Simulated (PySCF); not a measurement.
# C3H13NOSi2: what the fields show

```xyz
20

C    -2.7067   -1.2036    0.0854
C    -1.4093   -0.5819    0.5902
C    -0.9309    0.5565   -0.3058
Si    0.7221    1.2901    0.2656
N     1.3081    2.2852   -1.0140
O     1.8301    0.1248    0.4976
Si    2.6700   -1.1986    0.1067
H    -2.5706   -1.6102   -0.9148
H    -3.0303   -2.0086    0.7419
H    -3.4968   -0.4560    0.0443
H    -1.5598   -0.2063    1.6048
H    -0.6331   -1.3489    0.6382
H    -1.6988    1.3314   -0.3322
H    -0.8340    0.1834   -1.3274
H     0.6435    1.8938    1.6009
H     2.2639    2.5989   -0.9667
H     0.7217    3.0211   -1.3700
H     1.9041   -2.0213   -0.8305
H     2.8758   -1.8854    1.3811
H     3.9257   -0.7538   -0.4981
```

Geometry: GFN2-xTB.

All numbers below come from PBE0/pcSseg-1, SCF density, gas phase, non-relativistic in PySCF 2.14.0.

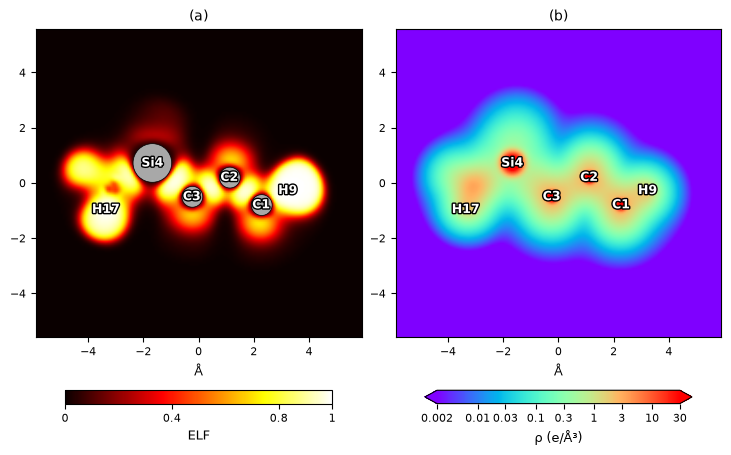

Figure 1. (a) ELF; (b) total electron density on the plane of atoms C2, C3 and Si4. Grey discs cover the atomic cores in the ELF map.

Question: What do the fields say about this system?

Answer: The section cuts through C, Si and H sites.
C–C (1.52 Å): ρ is about 1.6 e/Å³ halfway; the ELF peaks at about 0.95 between the atoms; localised, covalent bonding.
C–Si (1.90 Å): the density is about 0.95 e/Å³ at the midpoint; the ELF peaks at about 0.95 between the atoms; a shared electron pair.
C–H (1.09 Å): the density is about 2 e/Å³ at the midpoint; the ELF climbs to about 1 towards the hydrogen, as it does in any bond to H (a covalent bond by its length).

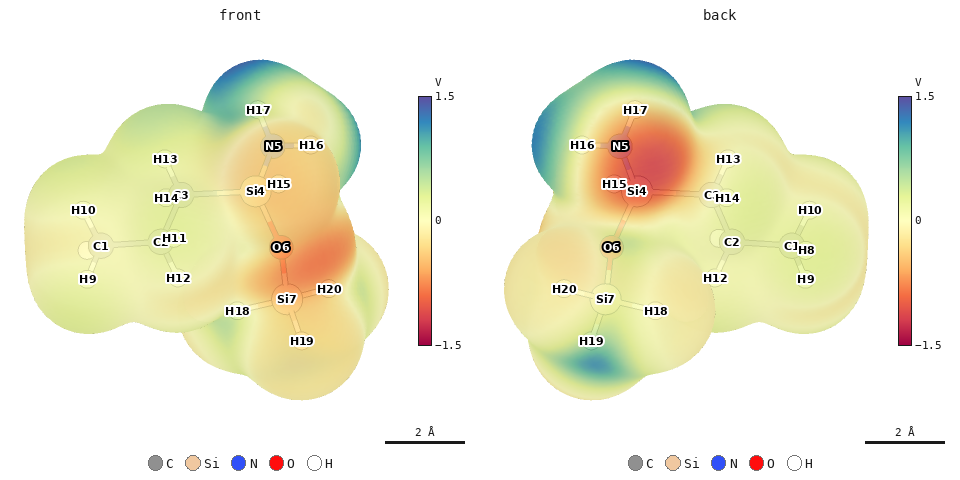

Figure 2. The electrostatic potential painted on the density surface at 0.001 e/bohr³, seen from the front and from behind; the colour scale runs from red (negative) to blue (positive).

Question: Where is the surface potential most negative and most positive?

Answer: The most negative region (about −1.1 V) lies over N5, the most positive (about +1.3 V) over H16 and H17. N5 is the likeliest acceptor of a hydrogen bond.

Question: What dipole moment does the calculation give?

Answer: Its dipole moment is 1.18 D.
